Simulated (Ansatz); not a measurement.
# Run report: CH9BSi, nudged elastic band

CH9BSi, computed with RKS PBE0/def2-SVP (Ansatz 0.2.0).

One setting was made poor on purpose. It belongs to a series of runs on one base structure; here: band between the two ends.

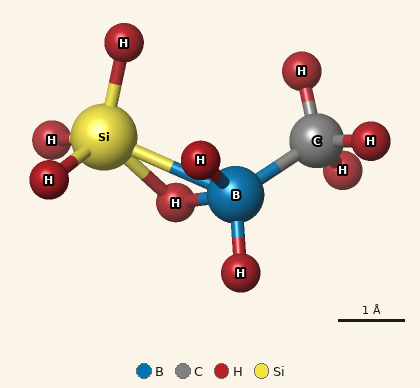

The starting structure (ball-and-stick view, seen at a tilt). Bond lengths as drawn: B–C 1.60 Å, B–H 1.21 to 1.32 Å, B–Si 2.20 Å, C–H 1.10 Å and H–Si 1.49 to 1.64 Å.

Input:
```yaml
crystal:
  periodic: [false, false, false]
  atoms:
    - { symbol: B, position_ang: [-0.414834, -0.307227, 0.672998] }
    - { symbol: C, position_ang: [0.216949, 0.492265, 1.904193] }
    - { symbol: H, position_ang: [-0.551203, 0.859102, 2.601942] }
    - { symbol: H, position_ang: [0.946275, -0.090731, 2.488633] }
    - { symbol: H, position_ang: [0.748268, 1.378312, 1.521436] }
    - { symbol: H, position_ang: [0.423742, -0.811085, -0.095661] }
    - { symbol: H, position_ang: [-1.271969, 0.183398, -0.033623] }
    - { symbol: Si, position_ang: [-0.19525, -2.491509, 0.666842] }
    - { symbol: H, position_ang: [-0.374693, -2.897863, -0.752403] }
    - { symbol: H, position_ang: [1.192877, -2.623824, 1.185172] }
    - { symbol: H, position_ang: [-1.04108, -3.418217, 1.496135] }
    - { symbol: H, position_ang: [-1.17658, -1.267418, 1.155836] }
basis:
  gaussian: { orbitals: def2-SVP }
hamiltonian:
  xc: pbe0
neb:
  order_check: false
  images: 7
  f_tol: 0.5
  max_iterations: 60
  final_atoms:
    - { symbol: B, position_ang: [-0.32610537, -0.65262973, -0.17363868] }
    - { symbol: C, position_ang: [0.10875297, 0.33196425, 2.34292982] }
    - { symbol: H, position_ang: [-0.53778422, 0.4032361, 1.44197276] }
    - { symbol: H, position_ang: [1.12250059, 0.0032841, 2.08497837] }
    - { symbol: H, position_ang: [0.14644394, 1.34358339, 2.7707393] }
    - { symbol: H, position_ang: [0.6618033, -0.08562492, -0.57675951] }
    - { symbol: H, position_ang: [-1.39493891, -0.11639442, -0.36212071] }
    - { symbol: Si, position_ang: [-0.24458907, -2.56458119, 0.46124215] }
    - { symbol: H, position_ang: [-0.38112838, -3.43879309, -0.75269625] }
    - { symbol: H, position_ang: [1.05166038, -2.92211847, 1.12159654] }
    - { symbol: H, position_ang: [-1.35420459, -2.93023962, 1.39890383] }
    - { symbol: H, position_ang: [-0.34990863, -0.3664834, 3.05435239] }
  initial_path:
    images:
      - { positions_ang: [[-0.414834, -0.307227, 0.672998], [0.216949, 0.492265, 1.904193], [-0.551203, 0.859102, 2.601942], [0.946275, -0.090731, 2.488633], [0.748268, 1.378312, 1.521436], [0.423742, -0.811085, -0.095661], [-1.271969, 0.183398, -0.033623], [-0.19525, -2.491509, 0.666842], [-0.374693, -2.897863, -0.752403], [1.192877, -2.623824, 1.185172], [-1.04108, -3.418217, 1.496135], [-1.17658, -1.267418, 1.155836]] }
      - { positions_ang: [[-0.34864144, -0.24486708, 0.49132996], [0.16984142, 0.38281108, 1.89936598], [-0.64189141, 0.57341975, 2.54244827], [0.92611214, -0.21653827, 2.42097408], [0.62012128, 1.30996149, 1.68549425], [0.52280022, -0.61814738, -0.25739955], [-1.26124762, 0.10136519, -0.16215504], [-0.20957315, -2.40390888, 0.69764939], [-0.50243068, -2.93073899, -0.60940647], [1.16899463, -2.62229098, 1.15804397], [-1.03975195, -3.09614425, 1.62762242], [-0.90183144, -1.22971868, 1.31753274]] }
      - { positions_ang: [[-0.28244888, -0.18250715, 0.30966193], [0.12273384, 0.27335716, 1.89453896], [-0.73257981, 0.28773749, 2.48295455], [0.90594929, -0.34234555, 2.35331515], [0.49197455, 1.24161098, 1.84955251], [0.62185843, -0.42520975, -0.41913811], [-1.25052624, 0.01933239, -0.29068709], [-0.2238963, -2.31630876, 0.72845677], [-0.63016835, -2.96361497, -0.46640994], [1.14511227, -2.62075797, 1.13091594], [-1.03842391, -2.7740715, 1.75910983], [-0.62708288, -1.19201937, 1.47922948]] }
      - { positions_ang: [[-0.21625633, -0.12014723, 0.12799389], [0.07562626, 0.16390324, 1.88971194], [-0.82326822, 0.00205524, 2.42346082], [0.88578643, -0.46815282, 2.28565623], [0.36382783, 1.17326047, 2.01361076], [0.72091665, -0.23227213, -0.58087666], [-1.23980486, -0.06270042, -0.41921913], [-0.23821945, -2.22870864, 0.75926416], [-0.75790603, -2.99649096, -0.3234134], [1.1212299, -2.61922495, 1.10378792], [-1.03709586, -2.45199876, 1.89059725], [-0.35233432, -1.15432005, 1.64092622]] }
      - { positions_ang: [[-0.15006377, -0.0577873, -0.05367415], [0.02851869, 0.05444932, 1.88488492], [-0.91395662, -0.28362702, 2.3639671], [0.86562357, -0.59396009, 2.21799731], [0.23568111, 1.10490996, 2.17766902], [0.81997486, -0.0393345, -0.74261522], [-1.22908349, -0.14473322, -0.54775117], [-0.2525426, -2.14110851, 0.79007155], [-0.8856437, -3.02936695, -0.18041687], [1.09734753, -2.61769194, 1.07665989], [-1.03576781, -2.12992601, 2.02208466], [-0.07758577, -1.11662073, 1.80262297]] }
      - { positions_ang: [[-0.19407417, -0.20649791, -0.08366528], [0.04857726, 0.12382805, 1.99939614], [-0.81991352, -0.11191124, 2.13346851], [0.92984282, -0.44464904, 2.18474257], [0.21337182, 1.16457832, 2.32593659], [0.78043197, -0.05090711, -0.70115129], [-1.27054734, -0.13764852, -0.50134356], [-0.25055422, -2.24697668, 0.7078642], [-0.75951487, -3.13172348, -0.32348672], [1.08592574, -2.69379857, 1.08789405], [-1.11537701, -2.33000441, 1.86628946], [-0.14566648, -0.9290864, 2.11555532]] }
      - { positions_ang: [[-0.23808457, -0.35520851, -0.11365641], [0.06863583, 0.19320679, 2.11390737], [-0.72587042, 0.05980454, 1.90296993], [0.99406208, -0.295338, 2.15148784], [0.19106252, 1.22424667, 2.47420416], [0.74088908, -0.06247971, -0.65968736], [-1.3120112, -0.13056382, -0.45493594], [-0.24856584, -2.35284485, 0.62565685], [-0.63338604, -3.23408002, -0.46655656], [1.07450396, -2.7699052, 1.09912821], [-1.1949862, -2.53008282, 1.71049425], [-0.2137472, -0.74155207, 2.42848768]] }
      - { positions_ang: [[-0.28209497, -0.50391912, -0.14364755], [0.0886944, 0.26258552, 2.22841859], [-0.63182732, 0.23152032, 1.67247134], [1.05828133, -0.14602695, 2.11823311], [0.16875323, 1.28391503, 2.62247173], [0.70134619, -0.07405232, -0.61822344], [-1.35347506, -0.12347912, -0.40852833], [-0.24657745, -2.45871302, 0.5434495], [-0.50725721, -3.33643656, -0.60962641], [1.06308217, -2.84601183, 1.11036238], [-1.27459539, -2.73016122, 1.55469904], [-0.28182792, -0.55401773, 2.74142003]] }
      - { positions_ang: [[-0.32610537, -0.65262973, -0.17363868], [0.10875297, 0.33196425, 2.34292982], [-0.53778422, 0.4032361, 1.44197276], [1.12250059, 0.0032841, 2.08497837], [0.14644394, 1.34358339, 2.7707393], [0.6618033, -0.08562492, -0.57675951], [-1.39493891, -0.11639442, -0.36212071], [-0.24458907, -2.56458119, 0.46124215], [-0.38112838, -3.43879309, -0.75269625], [1.05166038, -2.92211847, 1.12159654], [-1.35420459, -2.93023962, 1.39890383], [-0.34990863, -0.3664834, 3.05435239]] }
```

Run on 2 threads of Arm Neoverse V2, 24 GiB of memory available, shared host.

Launch command:
```bash
ansatz run input.yaml --threads 2 --pin off --max-ram 3072MiB --backend cpu --events-out ev --progress --plain --runs-dir out
```

Log:
```
Engine: ansatz 0.2.0, aarch64-unknown-linux-gnu
Functional definition: PBE0
  parameter a = 0.25
  parameter kappa = 0.804
  parameter beta = 0.06672455060314922
  exchange = (1 - a)*pbe_x(kappa = kappa, mu = beta*pi^2/3) + a*exact_x
  correlation = pbe_c(beta = beta)
995 factors; integrals over basis functions are off by at most 5.7e-4 eV
mean field evaluation 1: about -9722.0780 eV, gradient 4.3e1 eV
mean field evaluation 2: about -9720.0621 eV, gradient 4.9e1 eV
mean field evaluation 4: about -9726.9777 eV, gradient 7.0e-1 eV
mean field evaluation 8: about -9726.9935 eV, gradient 1.7e-2 eV
mean field -9726.99349610 eV, -357.4604177886 hartree, gradient 1.7e-5 eV, S^2 0.000000; 0 other end points of the search recorded, 0 dependent functions left out
the calculation of the forces begins
reference -9726.99352367 eV, -357.4604188020 hartree; 17, 17 occupied and 74, 74 virtual orbitals, 995 factors
995 factors; integrals over basis functions are off by at most 9.1e-4 eV
mean field evaluation 16: about -9723.0037 eV, gradient 3.6e1 eV
mean field -9726.49643388 eV, -357.4421510891 hartree, gradient 9.1e-6 eV, S^2 0.000000; 0 other end points of the search recorded, 0 dependent functions left out
[... from here on the field's lines of each further geometry are left out, up to the last ...]
NEB iter   1: max|band force component| = 2.024e1 eV/Å  barrier→ = 6.5121 eV  barrier← = 6.0151 eV  Δτ_max = 0.2000 Å  (211 SCF iters)
NEB iter   2: max|band force component| = 3.945e0 eV/Å  barrier→ = 4.0002 eV  barrier← = 3.5032 eV  Δτ_max = 0.2000 Å  (183 SCF iters)
NEB iter   3: max|band force component| = 2.349e0 eV/Å  barrier→ = 3.2105 eV  barrier← = 2.7135 eV  Δτ_max = 0.2000 Å  (182 SCF iters)
NEB iter   4: max|band force component| = 9.189e-1 eV/Å  barrier→ = 3.0316 eV  barrier← = 2.5345 eV  Δτ_max = 0.1961 Å  (183 SCF iters)
NEB iter   5: max|band force component| = 1.305e0 eV/Å  barrier→ = 2.9977 eV  barrier← = 2.5006 eV  Δτ_max = 0.1046 Å  (183 SCF iters)
NEB iter   6: max|band force component| = 7.450e-1 eV/Å  barrier→ = 2.8710 eV  barrier← = 2.3739 eV  Δτ_max = 0.0809 Å  (182 SCF iters)
NEB iter   7: max|band force component| = 6.606e-1 eV/Å  barrier→ = 2.8165 eV  barrier← = 2.3194 eV  Δτ_max = 0.1002 Å  (178 SCF iters)
the calculation of the forces begins
reference -9726.46938410 eV, -357.4411570279 hartree; 17, 17 occupied and 74, 74 virtual orbitals, 995 factors
996 factors; integrals over basis functions are off by at most 1.1e-3 eV
mean field evaluation 576: about -9724.2021 eV, gradient 1.7e-3 eV
mean field -9724.20214187 eV, -357.3578374129 hartree, gradient 1.3e-5 eV, S^2 0.000000; 1 other end points of the search recorded, 0 dependent functions left out
the calculation of the forces begins
reference -9724.20217049 eV, -357.3578384646 hartree; 17, 17 occupied and 74, 74 virtual orbitals, 996 factors
NEB iter   8: max|band force component| = 4.966e-1 eV/Å  barrier→ = 2.7914 eV  barrier← = 2.2943 eV  CI = image 5  Δτ_max = 0.0000 Å  (344 SCF iters)
```

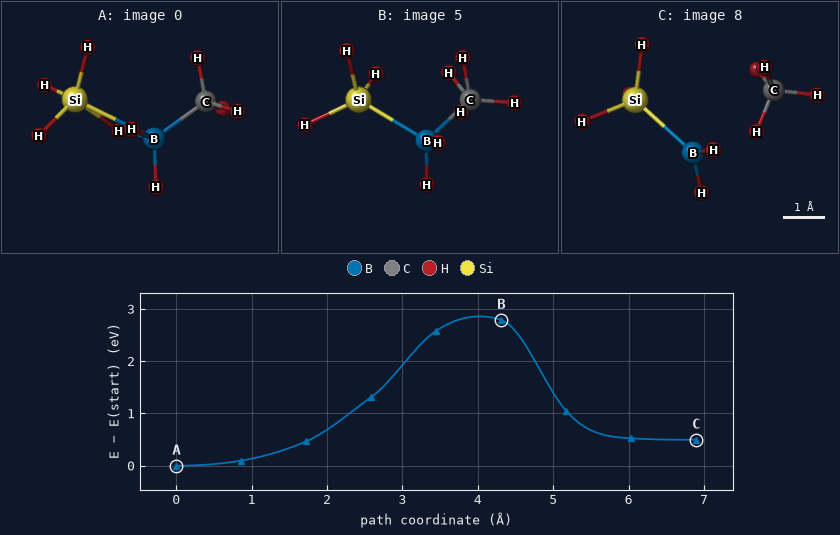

Images of the last band (counted from 0; ball-and-stick, seen at a tilt) above the energy along the path; the line is a cubic interpolation that uses the forces. The highest image is number 5, 2.791 eV above the start and 2.294 eV above the end (the climbing image); the end lies 0.497 eV above the start. The path is 6.89 Å long. The band converged in 8 iterations.

```
Total energy: -9724.20217049 eV, -357.3578384646 hartree
Atom 0 at    -0.100934    -0.349810     0.150247 Å, force    -0.003879     0.112415    -0.126701 eV/Å
Atom 1 at     0.034122     0.156411     1.725306 Å, force     0.267448     0.083633     0.147994 eV/Å
Atom 2 at    -1.051610    -0.030366     2.038644 Å, force    -0.214439    -0.152584    -0.172406 eV/Å
Atom 3 at     0.884103    -0.394262     2.204494 Å, force     0.000325    -0.040547    -0.161279 eV/Å
Atom 4 at     0.134723     1.184110     2.111482 Å, force    -0.024563    -0.008377     0.094769 eV/Å
Atom 5 at     0.876291     0.049913    -0.457719 Å, force     0.033671    -0.037179    -0.060521 eV/Å
Atom 6 at    -1.156563     0.047396    -0.320659 Å, force    -0.012034     0.008872    -0.044438 eV/Å
Atom 7 at    -0.147511    -2.334197     0.486055 Å, force    -0.077541    -0.089017     0.021300 eV/Å
Atom 8 at    -0.966706    -3.318673    -0.294759 Å, force     0.024033     0.042688    -0.020804 eV/Å
Atom 9 at     1.179745    -2.996778     0.764966 Å, force    -0.047979     0.003877     0.006872 eV/Å
Atom 10 at    -0.802417    -2.325927     1.894454 Å, force     0.074819    -0.205330     0.003159 eV/Å
Atom 11 at    -0.380740    -0.682614     2.508989 Å, force    -0.019861     0.281550     0.312053 eV/Å
Dipole moment:    -0.035707     0.418864     0.968795 e Å
this run last wrote the band of iteration 8 to [file]
```

The last band as extended XYZ (Å, eV, eV/Å):
```
12
Properties=species:S:1:pos:R:3:forces:R:3 image=0 energy=-9726.99350
B    -0.4148   -0.3072    0.6730    0.0095   0.0066  -0.0072
C     0.2169    0.4923    1.9042   -0.0047  -0.0189  -0.0154
H    -0.5512    0.8591    2.6019   -0.0154   0.0055   0.0091
H     0.9463   -0.0907    2.4886    0.0128  -0.0050   0.0067
H     0.7483    1.3783    1.5214    0.0034   0.0109  -0.0050
H     0.4237   -0.8111   -0.0957   -0.0123   0.0044   0.0070
H    -1.2720    0.1834   -0.0336    0.0015   0.0026  -0.0017
Si   -0.1953   -2.4915    0.6668    0.0264  -0.0013  -0.0019
H    -0.3747   -2.8979   -0.7524   -0.0058   0.0049   0.0046
H     1.1929   -2.6238    1.1852    0.0009  -0.0077   0.0000
H    -1.0411   -3.4182    1.4961   -0.0097   0.0172  -0.0003
H    -1.1766   -1.2674    1.1558   -0.0066  -0.0191   0.0041
12
Properties=species:S:1:pos:R:3:forces:R:3 image=1 energy=-9726.89569
B    -0.2548   -0.2639    0.5797   -0.0704  -0.0546   0.0764
C     0.1593    0.4920    1.9293    0.0189   0.0068   0.0020
H    -0.7164    0.6278    2.5852    0.0479   0.0624   0.0153
H     0.9318   -0.0311    2.5159    0.0234   0.0107  -0.0009
H     0.5469    1.4995    1.7080    0.0225  -0.0274  -0.0474
H     0.6485   -0.7387   -0.1166   -0.0771  -0.1116   0.0107
H    -1.1107    0.1945   -0.1523    0.0101   0.0300   0.0044
Si   -0.2122   -2.5302    0.6857    0.0167   0.0507   0.0143
H    -0.7402   -2.9783   -0.6295    0.0870   0.0343  -0.0234
H     1.2367   -2.7908    0.8794    0.0141   0.0325   0.0451
H    -0.9367   -3.2530    1.7844    0.0167  -0.0856  -0.0671
H    -1.0497   -1.2226    1.0424   -0.1099   0.0518  -0.0293
12
Properties=species:S:1:pos:R:3:forces:R:3 image=2 energy=-9726.52564
B    -0.1242   -0.1759    0.4482   -0.0345   0.1436   0.0721
C     0.0831    0.4647    1.9153    0.0506   0.1440   0.0284
H    -0.8401    0.3927    2.5171    0.0826   0.1692   0.0009
H     0.8788   -0.0483    2.4834    0.0222   0.1310  -0.0308
H     0.3520    1.5273    1.8413    0.0435   0.1204   0.0173
H     0.8723   -0.4097   -0.2192   -0.0558  -0.2351   0.0764
H    -1.1123    0.1181   -0.2001    0.0585   0.0848   0.0131
Si   -0.2459   -2.5980    0.6956   -0.0563  -0.1013   0.1238
H    -0.9729   -3.1068   -0.4943    0.0677   0.1140  -0.0620
H     1.1912   -2.9510    0.7471    0.0455   0.0591  -0.0384
H    -0.9241   -3.0202    1.9543   -0.0025  -0.4557   0.0233
H    -0.6554   -1.1876    1.1226   -0.2217  -0.1739  -0.2240
12
Properties=species:S:1:pos:R:3:forces:R:3 image=3 energy=-9725.67764
B    -0.1181   -0.3368    0.3255   -0.2768   0.0522   0.1032
C     0.0156    0.3057    1.9192   -0.0449   0.0996   0.1644
H    -0.9090    0.2095    2.5092    0.0530   0.1677   0.2105
H     0.8423   -0.1620    2.4765   -0.0080   0.1727   0.0970
H     0.2332    1.3670    1.7965   -0.0127   0.2853  -0.1516
H     0.9153   -0.1381   -0.2794    0.0859  -0.3327   0.2621
H    -1.1532    0.0044   -0.2157    0.0257  -0.0589   0.1282
Si   -0.1993   -2.4475    0.5706   -0.1367  -0.3668   0.1486
H    -1.0252   -3.2306   -0.3831   -0.0299   0.1333  -0.1541
H     1.1612   -3.0204    0.7626    0.0431  -0.0007  -0.0757
H    -0.8687   -2.5403    1.9289   -0.0328  -0.6239   0.0188
H    -0.3914   -1.0057    1.4006    0.3341   0.4722  -0.7514
12
Properties=species:S:1:pos:R:3:forces:R:3 image=4 energy=-9724.40986
B    -0.0761   -0.3448    0.1699   -0.0483   0.1133   0.2906
C     0.0182    0.1183    1.8170    0.4508   0.4427  -0.2067
H    -0.9473    0.1008    2.3883    0.0656   0.0951   0.5559
H     0.8638   -0.2773    2.4031    0.0434   0.1386   0.3370
H     0.1661    1.2087    1.8503   -0.1905   0.0472  -0.2711
H     0.8864    0.0801   -0.4323    0.1123   0.0094  -0.0598
H    -1.1520    0.0450   -0.2630   -0.0007  -0.0186   0.0463
Si   -0.1262   -2.3269    0.4379    0.0145  -0.0187  -0.0773
H    -1.0075   -3.3265   -0.2496   -0.0402  -0.0161   0.1086
H     1.1505   -3.0364    0.8026   -0.1089  -0.0280   0.0941
H    -0.7880   -2.2017    1.9178    0.1274  -0.0298  -0.0471
H    -0.4853   -1.0340    1.9694   -0.4253  -0.7350  -0.7705
12
Properties=species:S:1:pos:R:3:forces:R:3 image=5 energy=-9724.20214
B    -0.1009   -0.3498    0.1502   -0.0039   0.1124  -0.1267
C     0.0341    0.1564    1.7253    0.2674   0.0836   0.1480
H    -1.0516   -0.0304    2.0386   -0.2144  -0.1526  -0.1724
H     0.8841   -0.3943    2.2045    0.0003  -0.0405  -0.1613
H     0.1347    1.1841    2.1115   -0.0246  -0.0084   0.0948
H     0.8763    0.0499   -0.4577    0.0337  -0.0372  -0.0605
H    -1.1566    0.0474   -0.3207   -0.0120   0.0089  -0.0444
Si   -0.1475   -2.3342    0.4861   -0.0775  -0.0890   0.0213
H    -0.9667   -3.3187   -0.2948    0.0240   0.0427  -0.0208
H     1.1797   -2.9968    0.7650   -0.0480   0.0039   0.0069
H    -0.8024   -2.3259    1.8945    0.0748  -0.2053   0.0032
H    -0.3807   -0.6826    2.5090   -0.0199   0.2816   0.3121
12
Properties=species:S:1:pos:R:3:forces:R:3 image=6 energy=-9725.94265
B    -0.1474   -0.4331    0.0767   -0.1278  -0.2272  -0.2567
C    -0.0080    0.1276    2.0794   -0.1938   0.0983   0.7837
H    -0.9451    0.0022    1.4887    0.4934   0.0516  -1.2771
H     0.9535   -0.3644    1.9553    0.2015   0.0410  -0.7137
H     0.1033    1.1962    2.2740    0.0055   0.0236   0.3920
H     0.8604    0.0915   -0.3470   -0.0775   0.1052   0.2294
H    -1.1815    0.0423   -0.3392   -0.1205   0.0013  -0.0142
Si   -0.1554   -2.3973    0.5159   -0.0857  -0.1797   0.0649
H    -0.9163   -3.3269   -0.3708    0.0185  -0.0123  -0.1228
H     1.2064   -2.9812    0.7602    0.0032  -0.0060  -0.0450
H    -0.8411   -2.4382    1.8584   -0.0429  -0.3079  -0.0115
H    -0.4263   -0.5136    2.8600   -0.0737   0.4121   0.9710
12
Properties=species:S:1:pos:R:3:forces:R:3 image=7 energy=-9726.46935
B    -0.2333   -0.5653   -0.0720   -0.0026  -0.0134  -0.0261
C     0.0259    0.2313    2.2573   -0.0232   0.0394  -0.0274
H    -0.6759    0.2753    1.3841    0.0536   0.0252   0.0205
H     0.9913   -0.2320    2.0276    0.0089   0.0248   0.0221
H     0.1791    1.2774    2.5514    0.0118   0.0137   0.0361
H     0.7611    0.0270   -0.4193   -0.0109  -0.0070  -0.0071
H    -1.2985   -0.0644   -0.3621   -0.0197  -0.0163  -0.0035
Si   -0.1842   -2.5043    0.4861   -0.0143  -0.0296  -0.0095
H    -0.7083   -3.3826   -0.6093    0.0139  -0.0055  -0.0257
H     1.1896   -2.9867    0.8425   -0.0032  -0.0091   0.0018
H    -1.0537   -2.7298    1.6881   -0.0146  -0.0417  -0.0148
H    -0.4908   -0.3407    3.0371    0.0004   0.0196   0.0337
12
Properties=species:S:1:pos:R:3:forces:R:3 image=8 energy=-9726.49643
B    -0.3261   -0.6526   -0.1736   -0.0032   0.0020   0.0122
C     0.1088    0.3320    2.3429    0.0135   0.0086   0.0089
H    -0.5378    0.4032    1.4420   -0.0059  -0.0060   0.0003
H     1.1225    0.0033    2.0850   -0.0103   0.0024   0.0070
H     0.1464    1.3436    2.7707    0.0019  -0.0121  -0.0068
H     0.6618   -0.0856   -0.5768    0.0025   0.0005  -0.0017
H    -1.3949   -0.1164   -0.3621    0.0001  -0.0023  -0.0019
Si   -0.2446   -2.5646    0.4612    0.0021  -0.0097  -0.0043
H    -0.3811   -3.4388   -0.7527   -0.0023   0.0033  -0.0053
H     1.0517   -2.9221    1.1216   -0.0002   0.0030   0.0023
H    -1.3542   -2.9302    1.3989    0.0015   0.0035   0.0031
H    -0.3499   -0.3665    3.0544    0.0002   0.0066  -0.0139
```

Summary:

```tsv
quantity	value
outcome	converged
barrier, forward	2.791 eV
barrier, backward	2.294 eV
wall time	92 s (CPU time 3 min)
peak memory	0.18 GiB
```

A deliberately poor setting: loose force. The order of the saddle point was not checked.
